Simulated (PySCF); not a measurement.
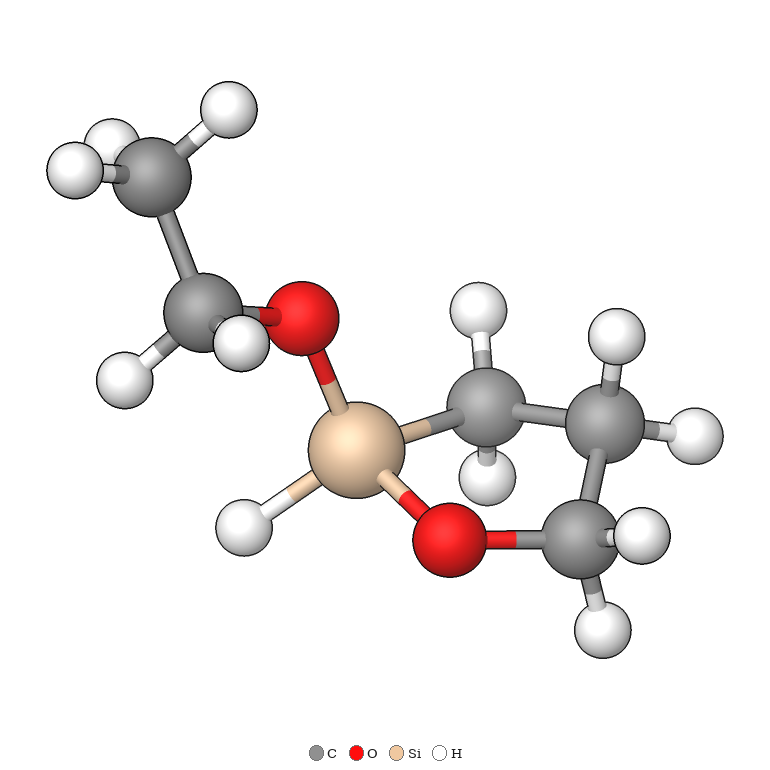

The picture shows a molecular structure as a ball-and-stick model.

Computed geometry: PBE0-D3(BJ)/def2-SVP optimisation. No frequency run is at hand to confirm it as a minimum.

Description:

It has 20 atoms: 5 carbon, 12 hydrogen, 2 oxygen and 1 silicon (C5H12O2Si). As SMILES it reads `CCO[Si@H]1CCCO1`. Independent rings (smallest set): 1 of 5 members. Among its groups: Si–H bond, Si–O bond. The point group is C1. Coordination, clear cases only: 5 C tetrahedral; 2 O bent.

The parts below concern this one geometry. Atoms keep their numbers from picture to picture.

### Charges

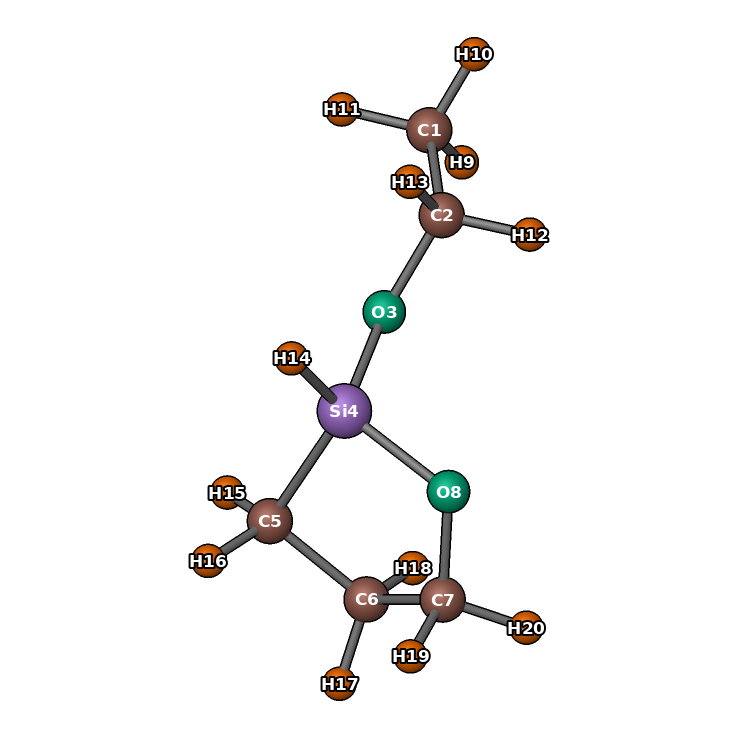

The questions are on ESP-fitted charges. No frequency run is at hand to confirm it as a minimum. Method: PBE0/pcSseg-1 in chloroform (IEF-PCM) (PySCF 2.14.0).

**Which atom carries the highest charge (most positive or least negative)?**

Si4 (0.68 e).

**And the lowest?**

O8 (−0.53 e).

List the ESP-fitted charges.

```csv
atom,value (e)
C1,−0.48
C2,0.36
O3,−0.47
Si4,0.68
C5,−0.31
C6,0.04
C7,0.17
O8,−0.53
H9,0.12
H10,0.12
H11,0.12
H12,0.02
H13,0.00
H14,−0.13
H15,0.07
H16,0.10
H17,0.00
H18,0.04
H19,0.03
H20,0.03
```

### Polarisability

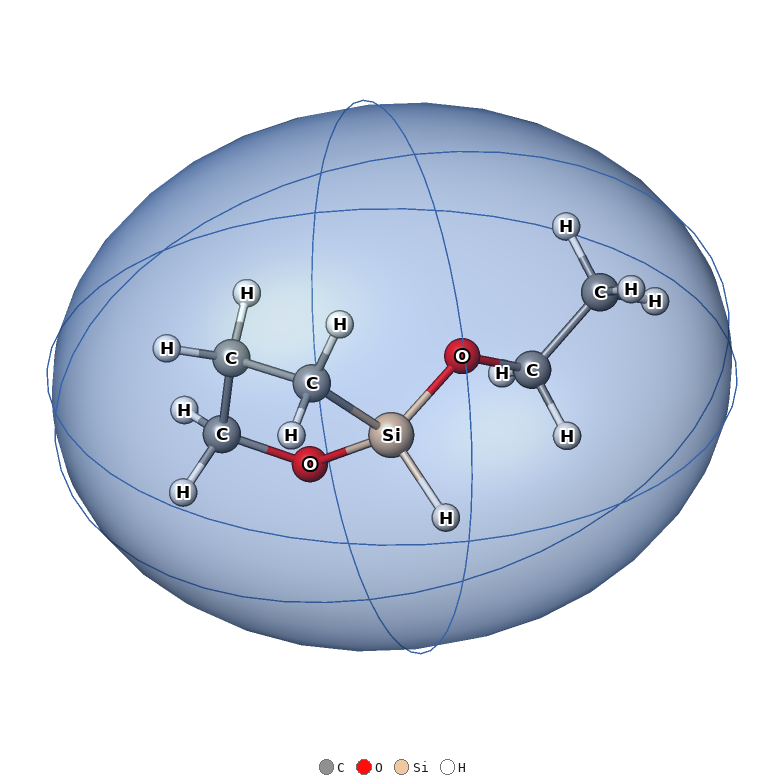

The ellipsoid shows the static dipole polarisability: its half-axes are proportional to the principal values. No frequency run is at hand to confirm it as a minimum. Level of theory: CAM-B3LYP/def2-SVPD (PySCF 2.14.0).

**How large and how anisotropic is the polarisability?**

Principal values 82.3, 82.6, 104.2 bohr³; mean 89.7 bohr³ (13.29 Å³); anisotropy 21.8 bohr³, so the longest axis is 1.27 times the shortest.

### Core levels

No frequency run is at hand to confirm it as a minimum. Method: delta-SCF UKS SCAN, pcX-2 on the ionised atom, pcseg-1 elsewhere, spin-free X2C (PySCF 2.14.0).

Give the core-electron binding energies (to vacuum; p and d levels without spin–orbit splitting) of C1 1s, C2 1s, O3 1s, Si4 1s, Si4 2p, C5 1s, C6 1s, C7 1s, O8 1s.

```json
{"atom": "C1", "level": "1s", "binding energy (eV)": "290.6"}
{"atom": "C2", "level": "1s", "binding energy (eV)": "292.2"}
{"atom": "O3", "level": "1s", "binding energy (eV)": "537.7"}
{"atom": "Si4", "level": "1s", "binding energy (eV)": "1847.1"}
{"atom": "Si4", "level": "2p", "binding energy (eV)": "107.3"}
{"atom": "C5", "level": "1s", "binding energy (eV)": "290.1"}
{"atom": "C6", "level": "1s", "binding energy (eV)": "290.7"}
{"atom": "C7", "level": "1s", "binding energy (eV)": "292.0"}
{"atom": "O8", "level": "1s", "binding energy (eV)": "537.5"}
```
